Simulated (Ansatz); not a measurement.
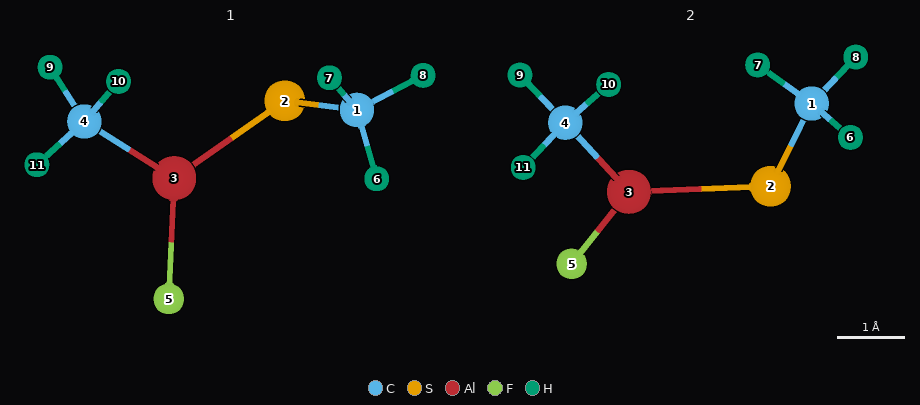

Two geometries of C2H6AlFS (coarse preliminary run), drawn at one scale. One is the start of a relaxation, the other its converged end. The picture is a ball-and-stick view, seen at a tilt.

Level of theory: RKS PBE-D4/def2-SVP (Ansatz 0.2.0). Set-up: force threshold 0.03 eV/Å; at most 200 steps.

### Which one is relaxed?

Structure 2 is the relaxed one. The start comes from a force field. Over 15 geometry steps the energy falls by 66.3 kJ/mol. Largest force component: 3.2 eV/Å at the start, 0.012 eV/Å at the end. The largest move after the best rigid fit is that of S2, 1.39 Å. Largest moves by element: S 1.39 Å, F 1.37 Å, H 0.97 Å, C 0.32 Å, Al 0.26 Å. Some distances before and after: Al3–F5 1.829 → 1.682 Å, C4–H11 1.044 → 1.110 Å, S2–Al3 2.251 → 2.188 Å, C1–H8 1.158 → 1.106 Å. Among the angles between lasting bonds that change: C1–S2–Al3 93.2° → 102.2°, S2–Al3–F5 120.6° → 113.7°, H6–C1–H8 103.3° → 108.9°. Groups turn about S2–Al3 by about 85°, Al3–C4 by about 50°, C1–S2 by about 45°. The run took 9.5 s on 4 threads of AMD EPYC 9R45 96-Core (shared host).
